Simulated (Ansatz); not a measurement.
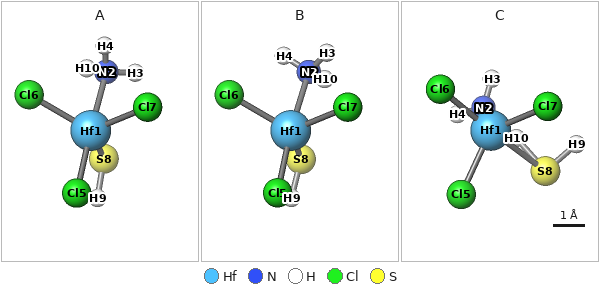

3 geometries from a converged minimum-energy path of HfNH4SCl3, shuffled. A ball-and-stick model, seen from a free direction.

Method: RKS PBE/def2-SVP (Ansatz). Run with 5 movable images; climbing image; force threshold 0.05 eV/Å; iteration limit 60; starting path through a guess of the saddle point.

One of them is the converged climbing image. Which?

Answer. C. In order along the path, whose images run from 0 to 6: C (image 2, +27.7 kJ/mol), B (image 5, −94.2 kJ/mol), A (image 6, −95.8 kJ/mol). A hydrogen atom shifts from one atom to another. Breaking: S8–H10 (1.36 → 1.55 at the top → 3.05 Å). Forming: N2–H10 (3.64 → 1.50 at the top → 1.03 Å).

The run took 3.8 min on 4 threads of Arm Neoverse V2, with other jobs on the host, peak memory 0.23 GiB.
